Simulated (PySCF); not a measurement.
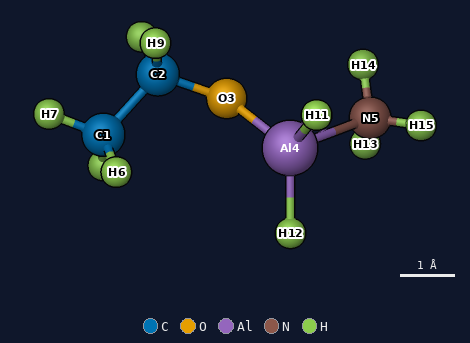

The structure (ball-and-stick view, seen at a tilt; atoms are numbered from 1 in the order of the input). Sticks mark near contacts.

## C$_{2}$H$_{10}$AlNO: one change and its effect

System: C$_{2}$H$_{10}$AlNO, SMILES CC[O][AlH2-][NH3+].
Method of the first run: GIAO LDA/pcSseg-1 NMR shielding, non-relativistic, gas phase (PySCF 2.14.0).

The geometry comes from this level: PBE0-D3(BJ)/def2-SVP. Text and figures count atoms from 1; the logs count them from 0 in places.

### Input, the first run
```
{"job": {"kind": "nmr", "xc": "LDA", "basis": "pcSseg-1", "pop": false}, "charge": 0, "multiplicity": 1}
C      2.288519    -0.312315    -0.711119
C      1.404030    -0.580656     0.494606
O      0.057523    -0.389218     0.230058
Al    -0.949917     0.988160    -0.120970
N     -2.657573    -0.077502     0.252231
H      2.193573     0.734454    -1.044276
H      3.349339    -0.499906    -0.480060
H      1.996865    -0.958023    -1.554017
H      1.743649     0.056169     1.339403
H      1.561686    -1.626224     0.825927
H     -1.014529     2.136407     1.000902
H     -1.164916     1.398490    -1.657026
H     -2.842950    -0.732438    -0.508710
H     -2.475999    -0.634090     1.089647
H     -3.501191     0.474916     0.407003
```

The first line tells a small driver script what to run in PySCF; the rest is the geometry in Å.

Command:
```bash
OMP_NUM_THREADS=1 python <driver script> task.json out
```

Hardware: 1 CPU thread, shared host.

### Output (the first run)
```
coarse grid: 12144 points
cycle   1  E = -451.6097447931  dE =  1.678e-01  |g| = 9.551e-01  |ddm| = 3.185e+00
cycle   2  E = -449.9549742178  dE =  1.655e+00  |g| = 2.722e+00  |ddm| = 4.967e+00
cycle   3  E = -451.7570960000  dE = -1.802e+00  |g| = 4.180e-01  |ddm| = 4.668e+00
cycle   4  E = -451.7885327894  dE = -3.144e-02  |g| = 2.164e-01  |ddm| = 4.966e-01
cycle   5  E = -451.7974871103  dE = -8.954e-03  |g| = 4.026e-02  |ddm| = 1.555e-01
cycle   6  E = -451.7978939708  dE = -4.069e-04  |g| = 1.494e-02  |ddm| = 5.492e-02
cycle   7  E = -451.7979394156  dE = -4.544e-05  |g| = 4.433e-03  |ddm| = 1.157e-02
cycle   8  E = -451.7979438470  dE = -4.431e-06  |g| = 6.523e-04  |ddm| = 4.020e-03
final grid: 110232 points
cycle   9  E = -451.8431100759  dE = -3.702e-05  |g| = 4.629e-03  |ddm| = 1.642e-02
cycle  10  E = -451.8431008142  dE =  9.262e-06  |g| = 8.203e-03  |ddm| = 7.910e-03
cycle  11  E = -451.8431146051  dE = -1.379e-05  |g| = 6.290e-04  |ddm| = 5.055e-03
cycle  12  E = -451.8431146626  dE = -5.751e-08  |g| = 3.707e-04  |ddm| = 9.577e-04
cycle  13  E = -451.8431146870  dE = -2.446e-08  |g| = 7.074e-05  |ddm| = 3.690e-04
cycle  14  E = -451.8431146879  dE = -9.087e-10  |g| = 2.032e-05  |ddm| = 6.285e-05
converged SCF energy = -451.8431146879

GIAO shielding tensors (ppm)
atom      isotropic    diamagn.    paramagn.     s11        s22        s33       span
  0 C      155.889     249.657     -93.768    135.502    151.779    180.386     44.883
  1 C      114.980     239.388    -124.408     84.785     98.032    162.124     77.339
  2 O      258.028     400.140    -142.112    192.953    253.713    327.418    134.465
  3 Al     409.145     797.722    -388.577    363.042    421.561    442.831     79.789
  4 N      229.904     316.635     -86.731    220.412    224.436    244.865     24.452
  5 H       29.766      30.093      -0.327     26.762     28.530     34.006      7.244
  6 H       29.789      27.433       2.356     26.325     26.873     36.170      9.844
  7 H       29.410      29.565      -0.154     26.645     27.583     34.004      7.359
  8 H       26.490      28.777      -2.287     21.429     26.534     31.506     10.078
  9 H       26.707      28.421      -1.714     21.222     26.835     32.064     10.842
 10 H       26.192      29.625      -3.433     23.341     24.182     31.053      7.713
 11 H       26.175      29.884      -3.709     23.239     24.393     30.892      7.653
 12 H       28.953      29.732      -0.779     23.305     25.205     38.349     15.045
 13 H       29.115      30.167      -1.051     23.188     26.298     37.861     14.673
 14 H       29.458      27.571       1.887     23.849     24.297     40.227     16.378
```

The second run used a changed input.

### The two runs side by side

```csv
quantity,the first run,the second run
outcome,converged,converged
total energy (hartree),−451.843115,−452.811062
HOMO (eV),−5.36,−10.16
LUMO (eV),−0.82,3.03
dipole moment (D),4.70,4.67
shielding of C1 (ppm),155.9,167.1
shielding of C2 (ppm),115.0,136.5
shielding of O3 (ppm),258.0,316.6
shielding of Al4 (ppm),409.1,486.3
shielding of N5 (ppm),229.9,236.6
shielding of H11 (ppm),26.2,28.0
shielding of H12 (ppm),26.2,28.0
SCF iterations,14,10
basis functions,142,142
wall time (shared host),13 s,5.3 s
```

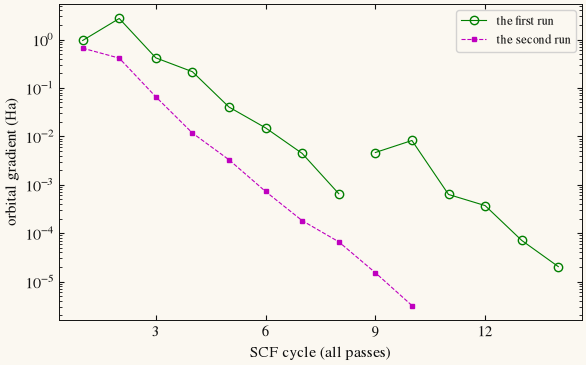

Convergence of the two runs: orbital gradient against the SCF cycle. A break in a curve parts two SCF passes (coarse and final grid). The first run takes 14 cycles in all, and the second run takes 10.

Which change of the input explains these differences?

The change (lines with − go, lines with + come):
```diff
-"xc": "LDA"
+"xc": "HF"
```

The total energies belong to different methods, so their difference says nothing on which is more stable or more accurate. The HOMO goes from −5.36 to −10.16 eV. The LUMO goes from −0.82 to 3.03 eV. The dipole moment goes from 4.70 to 4.67 D. Of all shieldings, the largest change is that of Al4, by +77.1 ppm. The method changes from LDA to HF. Exact exchange removes part of the self-interaction error of semilocal functionals, which pushes filled and empty levels apart. The SCF takes 10 iterations against 14.

### Output (the second run)
```
final grid: 110232 points
cycle   1  E = -452.7010088792  dE =  2.984e-01  |g| = 6.631e-01  |ddm| = 3.025e+00
cycle   2  E = -452.7799055956  dE = -7.890e-02  |g| = 4.127e-01  |ddm| = 7.132e-01
cycle   3  E = -452.8097027664  dE = -2.980e-02  |g| = 6.555e-02  |ddm| = 2.996e-01
cycle   4  E = -452.8110162020  dE = -1.313e-03  |g| = 1.170e-02  |ddm| = 7.936e-02
cycle   5  E = -452.8110581467  dE = -4.194e-05  |g| = 3.279e-03  |ddm| = 1.526e-02
cycle   6  E = -452.8110616769  dE = -3.530e-06  |g| = 7.248e-04  |ddm| = 4.200e-03
cycle   7  E = -452.8110619375  dE = -2.606e-07  |g| = 1.812e-04  |ddm| = 1.594e-03
cycle   8  E = -452.8110619542  dE = -1.664e-08  |g| = 6.613e-05  |ddm| = 3.389e-04
cycle   9  E = -452.8110619559  dE = -1.720e-09  |g| = 1.520e-05  |ddm| = 1.004e-04
cycle  10  E = -452.8110619560  dE = -1.173e-10  |g| = 3.193e-06  |ddm| = 2.968e-05
converged SCF energy = -452.8110619560

GIAO shielding tensors (ppm)
atom      isotropic    diamagn.    paramagn.     s11        s22        s33       span
  0 C      167.067     246.322     -79.256    149.361    164.806    187.033     37.672
  1 C      136.462     234.177     -97.715    112.633    123.909    172.844     60.210
  2 O      316.585     403.655     -87.070    279.278    315.639    354.838     75.560
  3 Al     486.252     792.689    -306.436    440.409    495.240    523.108     82.700
  4 N      236.575     319.581     -83.007    228.317    233.101    248.306     19.990
  5 H       30.549      30.416       0.133     26.954     29.434     35.260      8.305
  6 H       30.781      28.021       2.759     27.008     27.602     37.732     10.724
  7 H       30.200      29.903       0.296     26.825     28.397     35.377      8.552
  8 H       28.239      29.441      -1.202     23.157     28.051     33.508     10.351
  9 H       28.263      29.110      -0.848     22.829     27.928     34.031     11.202
 10 H       27.999      30.562      -2.563     25.102     26.134     32.762      7.659
 11 H       27.992      30.800      -2.807     25.007     26.331     32.639      7.632
 12 H       29.305      30.297      -0.992     23.209     25.302     39.403     16.195
 13 H       29.264      30.961      -1.697     22.726     26.288     38.777     16.051
 14 H       29.795      27.593       2.202     23.811     24.273     41.301     17.490
```
